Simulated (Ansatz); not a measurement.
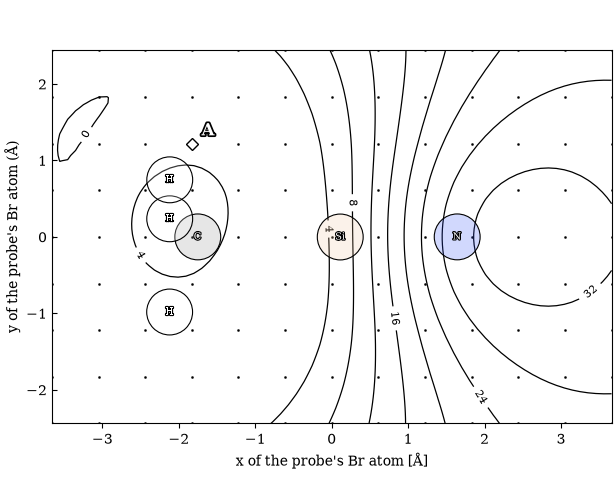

CH₃NSi (SMILES C[Si]#N) with the probe Br-. The probe is moved over a plane parallel to the molecule's main plane, 3.00 Å above it. First axis: x of the probe's Br atom. Second axis: y of the probe's Br atom. Nothing is relaxed (molecule and probe rigid). The scan uses a 13 × 9 grid. Points are written as (first, second). Energies: kcal/mol, counted from the lowest grid point. All numbers below come from RHF/def2-SVPD in Ansatz 0.2.0.

In the figure: contour lines labelled in kcal/mol, dots at the grid points, labelled circles for the molecule's atoms, projected on the plane, the point A. Between grid points the surface is interpolated.

Is A at rest? If not, where is it pushed?

Answer. A, at (−1.83 Å, 1.22 Å), is not a stationary point. The computed force is 0.2 eV/Å in the plane, pointing up in the picture (components 0.01 and 0.20 eV/Å).
